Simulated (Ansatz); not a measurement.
Cost and result by functional for the surface energy of the (111) surface of bcc Nb in its 1x1 cell, outermost plane spacing 0.96 Å in the ideal cut, in Ansatz (plane waves, PAW). Single points on the PBE structure, on one kind of machine; costs are rough ratios of the slab run's core time (references not counted) to the cheapest single point. r2SCAN's cost holds its higher cutoff (500 against 420 eV). Differences are taken against r2SCAN for comparison alone: no measured value is at hand, so the table doesn't rank accuracy.

Slab: 11 atoms, 9.6 Å thick at the start (thin: gaps and levels are the slab's own); k 9x9x1, smearing 0.1 eV, dipole-corrected; all atoms relaxed; start symmetry kept, larger cells not searched; no spin, no spin-orbit, no U. These notes are the PBE run's.

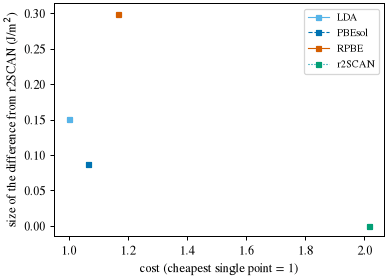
Figure. Difference from r2SCAN against cost

```
functional                     relative cost  surface energy (J/m²)  less r2SCAN (J/m²)
-----------------------------  -------------  ---------------------  ------------------
LDA                                        1                   2.70                0.15
PBEsol                                     1                   2.63                0.09
RPBE                                       1                   2.25               -0.30
r2SCAN                                     2                   2.55                0.00
PBE (the relaxed run's value)              –                   2.40               -0.15
```

The values span 0.45 J/m², while the single points' costs differ by a factor of roughly 2. Differences are of unrounded values.

Ansatz is a first-principles code.
